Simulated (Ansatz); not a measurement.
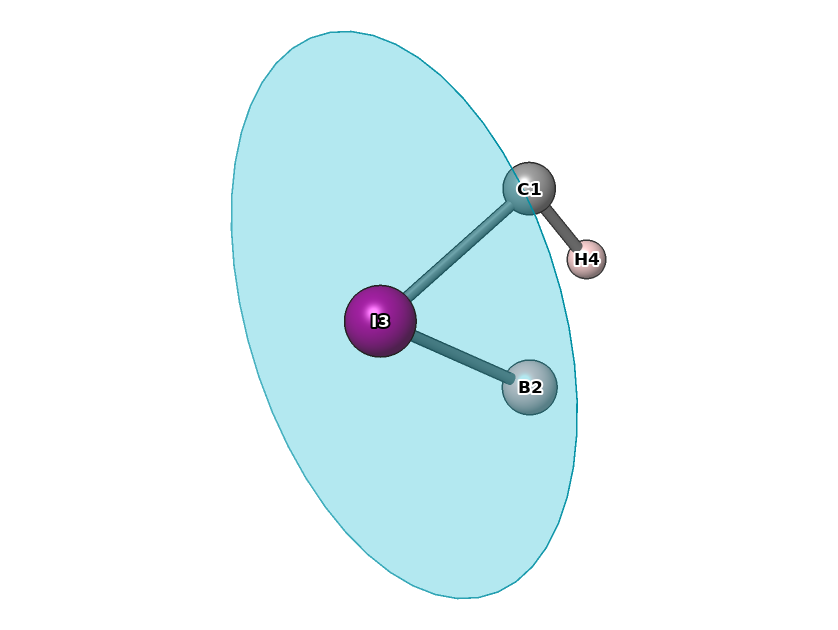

A disc through the centre of mass is drawn in. Atoms fade into the background with distance from the viewer. Charge 0, doublet. The geometry was computed by an optimisation with PBE-D4/def2-SVP. No frequency run is at hand to confirm it as a minimum.

Question: Is the plane of the disc a mirror plane of the structure?

Answer: No. The point group is Cs, with 1 mirror plane, and this plane isn't one of its mirror planes.
